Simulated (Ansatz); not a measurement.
# Moving the knobs of a GW run on NaFeN (P6_3mc)

Aim: change settings of a G0W0 run on NaFeN (P6_3mc) and see what moves.

Calculated with Ansatz 0.2.0; G0W0 on PBE, plane waves, PAW; PAW set soft_1.

In doubt: one-shot GW on d or f shells is unsure, so the values of those runs are not to be relied on.

## 1. The structure

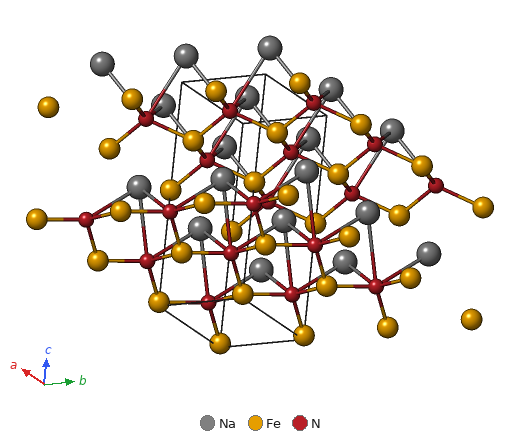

The starting structure, seen from a free direction (sodium grey, iron orange, nitrogen red). 3×3×1 cells are drawn. Bonds to atoms that aren't drawn are left out. Some periodic images of atoms are drawn too.

Coordinates:

```cif
data_structure
_symmetry_space_group_name_H-M 'P6_3mc'
_symmetry_Int_Tables_number 186
_cell_length_a 2.9792
_cell_length_b 2.9792
_cell_length_c 9.6776
_cell_angle_alpha 90.000
_cell_angle_beta 90.000
_cell_angle_gamma 120.000
_cell_volume 74.39
loop_
_atom_site_label
_atom_site_type_symbol
_atom_site_symmetry_multiplicity
_atom_site_Wyckoff_symbol
_atom_site_fract_x
_atom_site_fract_y
_atom_site_fract_z
_atom_site_occupancy
Na1 Na 2 b 0.66667 0.33333 0.76069 1
Fe1 Fe 2 a 0.00000 0.00000 0.51817 1
N1 N 2 b 0.33333 0.66667 0.56578 1
```

The cell and positions are those that the Materials Project relaxed with its own functionals (PBE, PBE+U or r2SCAN), kept fixed.

## 2. The base run: 6×6×2 mesh, 168 empty bands, screening to 100 eV, PAW set soft_1 files

G0W0 replaces the xc potential by the self-energy, built once from these orbitals. Only a window of levels is corrected, while the sums run over the empty bands that the input names. This step takes PAW set soft_1 files.

Contents of input.yaml:

```yaml
crystal:
  lattice:
    - [2.9791986867, 0.0, 0.0]
    - [-1.4895993434, 2.5800617456, 0.0]
    - [0.0, 0.0, 9.67759076]
  atoms:
    - { symbol: Na, position: [0.66666667, 0.33333333, 0.76069016] }
    - { symbol: Na, position: [0.33333333, 0.66666667, 0.26069016] }
    - { symbol: Fe, position: [0.0, 0.0, 0.51816637] }
    - { symbol: Fe, position: [0.0, 0.0, 0.01816637] }
    - { symbol: "N", position: [0.33333333, 0.66666667, 0.56578347] }
    - { symbol: "N", position: [0.66666667, 0.33333333, 0.06578347] }
kpoints:
  mp_grid: { grid: [6, 6, 2] }
hamiltonian:
  xc: pbe
  pseudopotentials: { kind: paw, azcp: { folder: soft_1 } }
scf:
  occupations: { method: fixed }
gw:
  n_empty_bands: 168
  ecut_chi: 100
  qp_bands: [v2, c2]
  qp_kpoints: band_edges
  screening: { model: contour_deformation }
```

Started as:

```bash
> ansatz run input.yaml --threads 2 --pin off --max-ram 92160MiB --backend cuda --events-out ev --progress --plain --runs-dir out --devices 1 --max-vram 13GiB
```

Numbers of over 12 decimals in the logs are rounded to 6 here.

What it wrote:

```text
GPUs: using 1 of 1 available (devices: 1).
Engine: ansatz 0.2.0, x86_64-unknown-linux-gnu
Pseudopotentials: kind: paw
Pseudopotential: Na, paw, valence charge 9, recommended cutoff 420 eV (normal), soft_1/Na.paw.azcp
Pseudopotential: Fe, paw, valence charge 16, recommended cutoff 420 eV (normal), soft_1/Fe.paw.azcp
Pseudopotential: N, paw, valence charge 5, recommended cutoff 420 eV (normal), soft_1/N.paw.azcp
Functional definition: PBE
  parameter kappa = 0.804
  parameter beta = 0.066725
  exchange = pbe_x(kappa = kappa, mu = beta*pi^2/3)
  correlation = pbe_c(beta = beta)
device memory: the entry about to start is reckoned to put 1.0 GiB on a device that reports 45.6 GiB free (of which the cap on the GPU budget leaves the run 13.0 GiB)
GPU FFT provider: cuFFT
GPU libraries: cuBLAS 13.8.2, cuFFT 12.4.0, cuSOLVER 12.3.4
Crystal: 6 atoms, lattice volume = 74.387 Å³
Basis set: ecut = 420 eV, 1401 PW (Γ)
Bands: 36, of which v1, the nominal top of the filled ones, is band 30 counted from 1 (29 counted from 0)
Symmetry: 12 space group operations
Space group: P63mc (ITA 186), of the structure as read, at distance tolerance 4.2e-5 Å
k-points: 14 of 72
Non-local potential: Na, projectors of the file, l = 0: 3, l = 1: 2, l = 2: 1
Non-local potential: Fe, projectors of the file, l = 0: 3, l = 1: 2, l = 2: 3, l = 3: 1
Non-local potential: N, projectors of the file, l = 0: 2, l = 1: 2, l = 2: 1
PAW form: soft (Blöchl's): semilocal exchange-correlation on the pseudo side does not see the compensation charge
PAW one-centre angular grid: Na, 110 points (default); XC on 64 Gauss nodes
PAW one-centre angular grid: Fe, 590 points (default); XC on 64 Gauss nodes
PAW one-centre angular grid: N, 110 points (default); XC on 64 Gauss nodes
Initial density: superposition of atomic densities (chi_scale 0.1, normalization cell, long waves kept (reshape's long-wave potential 0.09 eV rms))
Initial wavefunctions: pseudopotential atomic-orbital guess
GPU buffer pool allocated for 28800 grid points (all kernels)
GPU transforms: local potential and band sums: pruned to the plane-wave sphere, on 20×20×72
Functional: x = pbe(κ = 0.804, μ = 0.219515), c = pbe(β = 0.066725)
SCF iter   1: F=—  HF=-12703.154675 eV  |F-HF|=—  |Δ(HF+E_count)|=         —  Δρ=8.00e-2  dr2=2.84e0  ethr=3.10e-3  ⟨swp⟩=4.0  Hψ=1466  notcnv=0  defer=27
preconditioner: auto → Resta (q_TF=auto, 2.632 Å⁻¹)  ε∞=5.1  [insulator: Δε(μ)=0.298 eV  Ē_g=13.390 eV  n_scr=26 (ndim 8)  ℏωp=27.2 eV  f_vac=0.000  ε∞_Penn≈5.1]
SCF iter   2: F=—  HF=-12702.767542 eV  |F-HF|=—  |Δ(HF+E_count)|=   3.87e-1  Δρ=7.51e-2  dr2=3.34e0  ethr=3.10e-3  ⟨swp⟩=2.6  Hψ=964  notcnv=0  defer=40
[...]
k-point 13: bands = [... 26 lower, 9.0497, 9.0497, 9.5778, 9.5778, 10.2607, 10.2607, 11.2590, 11.2590, ... 2 higher]
--- G₀W₀: contour deformation, 8 samples at zero and on the imaginary axis and 1 off it, 72 q-points, 168 empty bands' worth ---
  eigenvalues of the whole cell's RPA ε∞ on this k-mesh (on a slab, of 1 + 4πα/V) = 6.0406, 33.7528, 33.7528; static W/v taken at q = 0 is 0.027015
  bands read: the sum over 198 bands ends inside a degenerate multiplet in 2 slots, whose members it reads at an even weight; the widest, k=1: bands 197 to 200 (counted from 1) at 2/4 each
  gw.qp_kpoints: band_edges: 14 of 14 stored k-points solved, in 1 pass; an edge of the gap read off the rows below is read off those points alone
  `?` marks the rows in doubt; gw_qp.tsv's column doubts and the gw_qp event give each row's grounds
    ik  band        ε_KS         Σx   Σc(E_QP)       V_xc       Z   E_QP_lin       E_QP  E_QP is
     0    29      9.2960   -34.4780     4.9504   -30.3167  0.5763    10.0502    10.0852  root ?
     0    30      9.2960   -34.4780     4.9504   -30.3167  0.5763    10.0502    10.0852  root ?
     0    31     11.7577   -21.8950    -2.8217   -25.4701  0.6528    12.4952    12.5111  root
     0    32     12.4722   -13.2982    -4.0838   -17.7984  0.6614    12.8974    12.8886  root
     1    29      9.2938   -34.4654     4.9496   -30.3041  0.5760    10.0468    10.0822  root ?
     1    30      9.2938   -34.4654     4.9496   -30.3041  0.5760    10.0468    10.0822  root ?
     1    31     12.0136   -18.6657    -3.3737   -22.6242  0.6600    12.6353    12.5985  root
     1    32     12.0136   -18.6657    -3.3737   -22.6242  0.6600    12.6353    12.5985  root
     2    29      9.2779   -31.2024     4.2136   -27.6665  0.5903     9.9296     9.9556  root ?
     2    30      9.5448   -30.9226     3.8242   -27.7658  0.6062    10.1932    10.2124  root
     2    31     11.8944   -20.7018    -3.0437   -24.3716  0.6542    12.5705    12.5205  root
     2    32     12.3510   -15.8152    -4.2301   -20.5593  0.6596    12.8840    12.8649  root
     3    29      9.4393   -31.1444     4.0052   -27.8149  0.6000    10.0929    10.1150  root
[...]
6    29      9.3253   -34.6037     4.6692   -30.7409  0.5866    10.1021    10.1318  root ?
     6    30      9.3258   -34.5966     4.6594   -30.7429  0.5867    10.1020    10.1317  root ?
[...]
7    29      9.3255   -34.6000     4.6642   -30.7419  0.5866    10.1020    10.1317  root ?
[...]
10    29      9.2263   -32.9300     4.3092   -29.3779  0.5872     9.9528     9.9835  root ?
    10    30      9.2408   -32.5926     4.2930   -29.0397  0.5893     9.9519     9.9809  root ?
[...]
11    29      9.2328   -32.7092     4.2743   -29.1821  0.5882     9.9502     9.9801  root ?
    11    30      9.2328   -32.7092     4.2743   -29.1821  0.5882     9.9502     9.9801  root ?
[...]
13    29      9.5778   -29.9869     3.6972   -26.9029  0.6151    10.1757    10.1909  root
    13    30      9.5778   -29.9869     3.6972   -26.9029  0.6151    10.1757    10.1909  root
    13    31     10.2607   -24.8420    -3.5667   -29.3675  0.6233    11.2307    11.2195  root
    13    32     10.2607   -24.8420    -3.5667   -29.3675  0.6233    11.2307    11.2195  root
[key lines of the parts left out:]
SCF converged after 10 iterations
Free energy (F): -12702.303056 eV
Fermi energy:    9.924069 eV
```

The job ended after 17 s (1 × NVIDIA H100 80GB HBM3 (shared by 6 runs) with 2 threads of AMD EPYC 7R13 (Zen 3), shared host; peak memory 1.2 GiB; 21 s of CPU time).

The column dr2 measures how far the density is from self-consistency, as an energy; F and HF (Harris–Foulkes) agree once it is small.

Numbers from this step:

| Property | Result |
| --- | --- |
| bands summed | 198 |
| RPA ε∞ on this mesh (eigenvalues) | 6.041, 33.75, 33.75 |
| plane waves in the screening matrix | 177 |
| q-points in the mesh | 72 |
| G0W0 gap on the mesh | 0.7212 eV |
| k of the valence top | 0.1667, 0.1667, 0 |
| k of the conduction bottom | 0.3333, 0.3333, -0.5 |
| starting gap on the mesh | 0.3366 eV |
| Z at the valence top | 0.6371 |
| Z at the conduction bottom | 0.6233 |
| least direct G0W0 gap on the computed points | 1.026 eV |

The gap on the mesh goes from 0.34 eV to 0.72 eV, a correction of +0.38 eV. Between the two edge states, bare exchange in place of the xc potential would open the gap by 6.34 eV, and correlation takes back 5.96 eV.

## 3. Variant: potentials

Other atomic data (norm-conserving) test the pseudisation: the cutoff goes from 420 to 1240 eV, with the same valence electrons.

This step: G0W0 on PBE, plane waves, norm-conserving pseudopotentials.

Edit input.yaml of step 2 so:

```diff
@@ -16,3 +16,3 @@
   xc: pbe
-  pseudopotentials: { kind: paw, azcp: { folder: soft_1 } }
+  pseudopotentials: { kind: nc }
 scf:
```

What it wrote:

```text
GPUs: using 1 of 1 available (devices: 1).
[...]
GPU FFT provider: cuFFT
GPU libraries: cuBLAS 13.8.2, cuFFT 12.4.0, cuSOLVER 12.3.4
Crystal: 6 atoms, lattice volume = 74.387 Å³
Basis set: ecut = 1240 eV, 7393 PW (Γ)
Bands: 36, of which v1, the nominal top of the filled ones, is band 30 counted from 1 (29 counted from 0)
[... 1 set-up line as in the run before ...]
[...]
k-points: 14 of 72
[...]
GPU buffer pool allocated for 155520 grid points (all kernels)
[...]
SCF iter   1: F=—  HF=-10156.030630 eV  |F-HF|=—  |Δ(HF+E_count)|=         —  Δρ=1.07e-1  dr2=3.33e0  ethr=3.10e-3  ⟨swp⟩=5.2  Hψ=1637  notcnv=0  defer=56
[...]
SCF iter  10: F=-10155.042033 eV  HF=-10155.042033 eV  |F-HF|=5.62e-10  |Δ(HF+E_count)|=   1.98e-8  Δρ=6.20e-6  dr2=1.17e-8  ethr=1.67e-10  ⟨swp⟩=9.6  Hψ=1761  notcnv=0
SCF 1 converged in 10 iterations: F = -10155.042033 eV  dr2 = 1.17e-8
[...]
3    30      9.4997   -31.0857     3.9592   -27.7974  0.5977    10.1477    10.1707  root ?
     3    31     12.1636   -18.1582    -3.5917   -22.2909  0.6549    12.7396    12.7046  root
[...]
6    29      9.4041   -34.4875     4.5789   -30.7090  0.5857    10.1751    10.2046  root ?
[...]
10    29      9.2958   -32.8678     4.2300   -29.3921  0.5848    10.0180    10.0502  root ?
    10    30      9.3091   -32.6280     4.2469   -29.1212  0.5866    10.0189    10.0493  root ?
[...]
11    29      9.3013   -32.7161     4.2165   -29.2463  0.5855    10.0166    10.0481  root ?
    11    30      9.3013   -32.7161     4.2165   -29.2463  0.5855    10.0166    10.0481  root ?
[...]
13    29      9.6452   -29.9695     3.6441   -26.9373  0.6121    10.2404    10.2571  root
    13    30      9.6452   -29.9695     3.6441   -26.9373  0.6121    10.2404    10.2571  root
    13    31     10.2730   -24.9945    -3.5101   -29.4534  0.6207    11.2260    11.2218  root
    13    32     10.2730   -24.9945    -3.5101   -29.4534  0.6207    11.2260    11.2218  root
[key lines of the parts left out:]
SCF converged after 10 iterations
Free energy (F): -10155.042033 eV
Fermi energy:    9.975803 eV
```

Wall time 53 s (1 × NVIDIA H100 80GB HBM3 (shared by 6 runs) with 2 threads); peak memory 1.5 GiB.

The G0W0 gap on the mesh is 0.678 eV.

Against the base:

| setting | base | variant |
| --- | --- | --- |
| files | PAW set soft_1 | norm-conserving |

| quantity | variant | base |
| --- | --- | --- |
| starting gap on the mesh | 0.297 | 0.337 |
| G0W0 gap on the mesh | 0.678 | 0.721 |
| least direct G0W0 gap on the computed points | 0.962 | 1.026 |
| Z at the valence top | 0.635 | 0.637 |
| Z at the conduction bottom | 0.621 | 0.623 |

## 4. Variant: potentials

This step: G0W0 on PBE, plane waves, PAW.

Edit input.yaml of step 3 so:

```diff
@@ -16,3 +16,3 @@
   xc: pbe
-  pseudopotentials: { kind: nc }
+  pseudopotentials: { kind: paw, source: ansatz }
 scf:
```

What it wrote:

```text
GPUs: using 1 of 1 available (devices: 1).
[...]
GPU FFT provider: cuFFT
GPU libraries: cuBLAS 13.8.2, cuFFT 12.4.0, cuSOLVER 12.3.4
Crystal: 6 atoms, lattice volume = 74.387 Å³
Basis set: ecut = 870 eV, 4313 PW (Γ)
Bands: 36, of which v1, the nominal top of the filled ones, is band 30 counted from 1 (29 counted from 0)
[... 1 set-up line as in the run before ...]
[...]
k-points: 14 of 72
[...]
GPU buffer pool allocated for 139968 grid points (all kernels)
[...]
SCF iter   1: F=—  HF=-12708.002559 eV  |F-HF|=—  |Δ(HF+E_count)|=         —  Δρ=9.22e-2  dr2=3.61e0  ethr=3.10e-3  ⟨swp⟩=4.0  Hψ=1476  notcnv=0  defer=33
[...]
SCF iter  10: F=-12707.067860 eV  HF=-12707.067860 eV  |F-HF|=1.75e-8  |Δ(HF+E_count)|=   2.85e-8  Δρ=7.63e-6  dr2=2.97e-8  ethr=1.67e-10  ⟨swp⟩=7.2  Hψ=1441  notcnv=0
SCF 1 converged in 10 iterations: F = -12707.067860 eV  dr2 = 2.97e-8
[...]
6    30      9.3714   -34.5924     4.6440   -30.7369  0.5856    10.1298    10.1600  root ?
[...]
7    29      9.3710   -34.5957     4.6488   -30.7357  0.5856    10.1298    10.1600  root ?
     7    30      9.3710   -34.5957     4.6488   -30.7357  0.5856    10.1298    10.1600  root ?
[...]
10    29      9.2703   -32.9429     4.2991   -29.3857  0.5873     9.9825    10.0122  root ?
    10    30      9.2840   -32.6159     4.2842   -29.0570  0.5893     9.9813    10.0094  root ?
[...]
11    29      9.2765   -32.7305     4.2670   -29.1958  0.5884     9.9801    10.0088  root ?
    11    30      9.2765   -32.7305     4.2670   -29.1958  0.5884     9.9801    10.0088  root ?
[...]
13    29      9.6191   -30.0105     3.6979   -26.9122  0.6152    10.2041    10.2187  root
    13    30      9.6191   -30.0105     3.6979   -26.9122  0.6152    10.2041    10.2187  root
    13    31     10.3039   -24.8344    -3.5657   -29.3413  0.6235    11.2553    11.2451  root
    13    32     10.3039   -24.8344    -3.5657   -29.3413  0.6235    11.2553    11.2451  root
[key lines of the parts left out:]
SCF converged after 10 iterations
Free energy (F): -12707.067860 eV
Fermi energy:    9.965890 eV
```

Run time: 43 s. Hardware: 1 × NVIDIA H100 80GB HBM3 (shared by 6 runs) with 2 threads; peak memory 1.4 GiB.

The G0W0 gap on the mesh is 0.719 eV.

Against the base:

| setting | base | variant |
| --- | --- | --- |
| files | PAW set soft_1 | hard PAW |

| quantity | variant | base |
| --- | --- | --- |
| starting gap on the mesh | 0.338 | 0.337 |
| G0W0 gap on the mesh | 0.719 | 0.721 |
| least direct G0W0 gap on the computed points | 1.024 | 1.026 |
| Z at the valence top | 0.637 | 0.637 |
| Z at the conduction bottom | 0.623 | 0.623 |

## 5. Variant: frequency model

A plasmon pole stands in for the full frequency dependence of the screening; this run shows what that costs in accuracy.

This step: G0W0 on PBE, plane waves, PAW; PAW set soft_1.

Edit input.yaml of step 4 so:

```diff
@@ -16,3 +16,3 @@
   xc: pbe
-  pseudopotentials: { kind: paw, source: ansatz }
+  pseudopotentials: { kind: paw, azcp: { folder: soft_1 } }
 scf:
@@ -24,2 +24,2 @@
   qp_kpoints: band_edges
-  screening: { model: contour_deformation }
+  screening: { model: godby_needs }
```

What it wrote:

```text
GPUs: using 1 of 1 available (devices: 1).
[...]
GPU FFT provider: cuFFT
GPU libraries: cuBLAS 13.8.2, cuFFT 12.4.0, cuSOLVER 12.3.4
Crystal: 6 atoms, lattice volume = 74.387 Å³
Basis set: ecut = 420 eV, 1401 PW (Γ)
Bands: 36, of which v1, the nominal top of the filled ones, is band 30 counted from 1 (29 counted from 0)
[... 1 set-up line as in the run before ...]
[...]
k-points: 14 of 72
[...]
GPU buffer pool allocated for 28800 grid points (all kernels)
[...]
SCF iter   1: F=—  HF=-12703.154675 eV  |F-HF|=—  |Δ(HF+E_count)|=         —  Δρ=8.00e-2  dr2=2.84e0  ethr=3.10e-3  ⟨swp⟩=4.0  Hψ=1466  notcnv=0  defer=27
[...]
SCF iter  10: F=-12702.303056 eV  HF=-12702.303056 eV  |F-HF|=4.63e-8  |Δ(HF+E_count)|=   3.28e-8  Δρ=8.97e-6  dr2=4.89e-8  ethr=1.67e-10  ⟨swp⟩=7.9  Hψ=1528  notcnv=0
SCF 1 converged in 10 iterations: F = -12702.303056 eV  dr2 = 4.89e-8
[...]
0    29      9.2960   -34.4780     5.0705   -30.3167  0.6951    10.1991    10.2052  root
     0    30      9.2960   -34.4780     5.0705   -30.3167  0.6951    10.1991    10.2052  root
     0    31     11.7577   -21.8950    -2.7136   -25.4701  0.7317    12.6229    12.6192  root
     0    32     12.4722   -13.2982    -3.9902   -17.7984  0.7589    12.9839    12.9823  root
     1    29      9.2938   -34.4654     5.0694   -30.3041  0.6952    10.1958    10.2019  root
     1    30      9.2938   -34.4654     5.0694   -30.3041  0.6952    10.1958    10.2019  root
     1    31     12.0136   -18.6657    -3.2347   -22.6242  0.7425    12.7403    12.7374  root
     1    32     12.0136   -18.6657    -3.2347   -22.6242  0.7425    12.7403    12.7374  root
[...]
13    29      9.5778   -29.9869     3.7785   -26.9029  0.7141    10.2694    10.2722  root
    13    30      9.5778   -29.9869     3.7785   -26.9029  0.7141    10.2694    10.2722  root
    13    31     10.2607   -24.8420    -3.4073   -29.3675  0.7096    11.3849    11.3789  root
    13    32     10.2607   -24.8420    -3.4073   -29.3675  0.7096    11.3849    11.3789  root
[key lines of the parts left out:]
SCF converged after 10 iterations
Free energy (F): -12702.303056 eV
Fermi energy:    9.924069 eV
```

The job ended after 21 s (1 × NVIDIA H100 80GB HBM3 (shared by 6 runs) with 2 threads; peak memory 1.3 GiB; 30 s of CPU time).

The G0W0 gap on the mesh is 0.803 eV.

Against the base:

| setting | base | variant |
| --- | --- | --- |
| frequency model | contour deformation | plasmon pole |

| quantity | variant | base |
| --- | --- | --- |
| starting gap on the mesh | 0.337 | 0.337 |
| G0W0 gap on the mesh | 0.803 | 0.721 |
| least direct G0W0 gap on the computed points | 1.104 | 1.026 |
| Z at the valence top | 0.723 | 0.637 |
| Z at the conduction bottom | 0.710 | 0.623 |

## 6. Summary of results

* base: 0.72 eV, 17 s
* potentials: 0.68 eV, 53 s
* potentials: 0.72 eV, 43 s
* frequency model: 0.80 eV, 21 s

In words: Potentials: the gap moves by −0.04 eV and the time by a factor of 3.1 (the plane-wave cutoff goes from 420 to 1240 eV). Potentials: the gap moves by −0.002 eV and the time by a factor of 2.5 (the plane-wave cutoff goes from 420 to 870 eV). Frequency model: the gap moves by +0.08 eV. All runs here use a coarse mesh and modest cutoffs; they test settings and are not final values. The 6×6×2 mesh is coarse for this cell (its supercell is 18 Å along the shortest edge). The RPA ε∞ on it, from the PBE start, is 6.04 and 33.75; such meshes misread the long-range screening, most where the gap is narrow. The runs have no spin polarisation. For a closed low-spin shell that is the natural state; where a d or f shell is open it is a constraint, and the gap is then not the crystal's own. With d states at the gap, one-shot GW leans hard on its start.

[Paths, hosts, dates, memory and timing lines, banners, echoed tables and standing remarks are left out of the program output.]

[Logs are printed without paths, hosts, clocks, repeated set-up lines and the standing remarks that a program may print on its own settings, such as how far it seeks lower states.]

[Runs of the session that timed out or met a known fault of the program may be left out.]

[Cells called generated may have been cut or substituted from an entry of the Crystallography Open Database or the Materials Project.]

[Hosts, paths, dates, database ids (printed as entryN), source tags and the programs' standing remarks are cut or masked in the printed files.]
